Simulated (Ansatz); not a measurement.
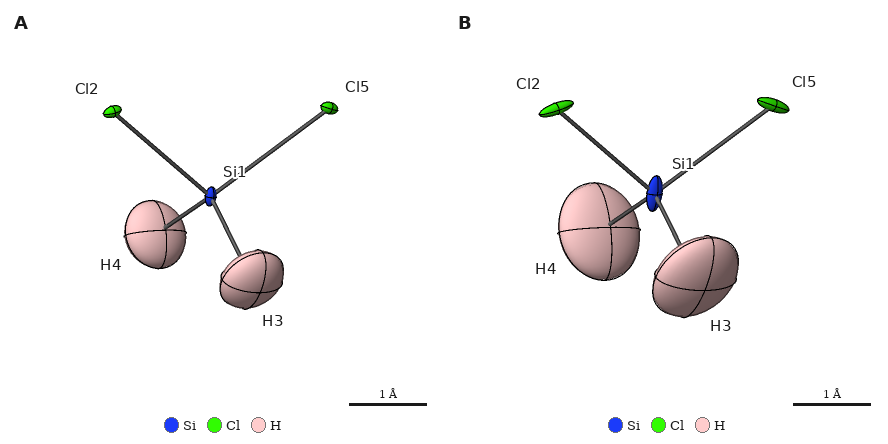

Displacement ellipsoids at the 50 % level, scaled by 2, from the internal vibrations of the free molecule (harmonic, no overall translation or rotation; no half-axis is drawn under 0.075 Å). Vibrations computed with RKS PBE0-D4/def2-TZVP (Ansatz 0.2.0). One panel is for 200 K, the other for 900 K.

Which panel is for 900 K?

Answer. B.

How much does the mean-square displacement of Cl2 grow, and why?

Answer. U_eq goes from 0.00071 to 0.0026 Å², a factor of 3.6. Modes below kT (626 cm⁻¹ at 900 K) grow about in proportion to T, and the lowest lies at 185 cm⁻¹; the mean-square amplitude of a mode is its zero-point value times coth(ħω/2kT), which comes close to 1 only above about 3kT.
